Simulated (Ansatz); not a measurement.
Breaking a bond in BH2F (SMILES [H]B([H])F)

BH2F: 4 atoms, total charge 0, spin state singlet. SMILES: `[H]B([H])F`. The shape is that of a GFN2-xTB optimisation.

```xyz
4

B     0.0300    0.0492    0.0006
H     1.1984   -0.0340    0.0156
H    -0.5783    1.0502   -0.0194
F    -0.6501   -1.0654    0.0032
```

The B1–F4 distance is scanned; the parts on either side stay rigid. Basis STO-3G, 2 core orbitals frozen in the correlated methods; program Ansatz 0.2.0. FCI is exact within this basis and core. Energies in eV from each method's value at 1.306 Å; methods without a U are spin-restricted; a dash marks a point that is missing or didn't converge. The shape above is that at 1.306 Å.

| distance (Å) | SVWN5 | PBE | r2SCAN0 | CAM-B3LYP | RPA@PBE | CCSD | CCSDT | FCI |
| --- | --- | --- | --- | --- | --- | --- | --- | --- |
| 1.306 | 0.00 | 0.00 | 0.00 | 0.00 | 0.00 | 0.00 | 0.00 | 0.00 |
| 1.632 | 1.73 | 1.53 | 1.86 | 1.82 | 1.56 | 1.78 | 1.71 | 1.71 |
| 1.959 | 4.52 | 4.16 | 4.77 | 4.71 | 4.09 | 4.24 | 4.19 | 4.18 |
| 2.611 | 8.66 | 8.08 | 9.04 | 9.09 | 7.02 | 6.49 | 6.53 | 6.52 |
| 3.264 | 10.39 | 9.74 | 10.90 | 11.17 | – | 6.81 | 6.84 | 6.83 |

Departure from the FCI curve at its largest: SVWN5 +3.56 eV at 3.26 Å; PBE +2.91 eV at 3.26 Å; r2SCAN0 +4.07 eV at 3.26 Å; CAM-B3LYP +4.34 eV at 3.26 Å; RPA@PBE +0.50 eV at 2.61 Å; CCSD +0.07 eV at 1.63 Å; CCSDT +0.01 eV at 1.96 Å. Functionals converge differently with the basis, so for them the departure isn't an error alone.

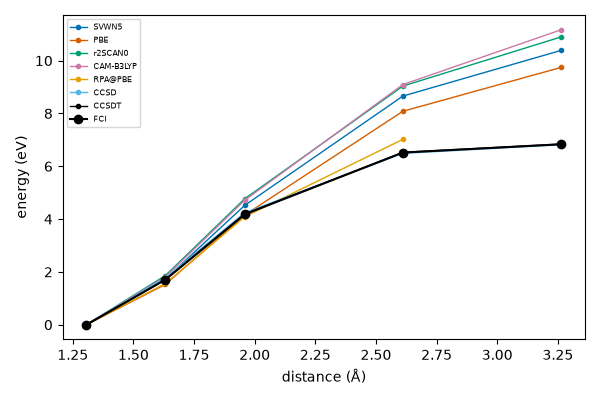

The curves of the table.
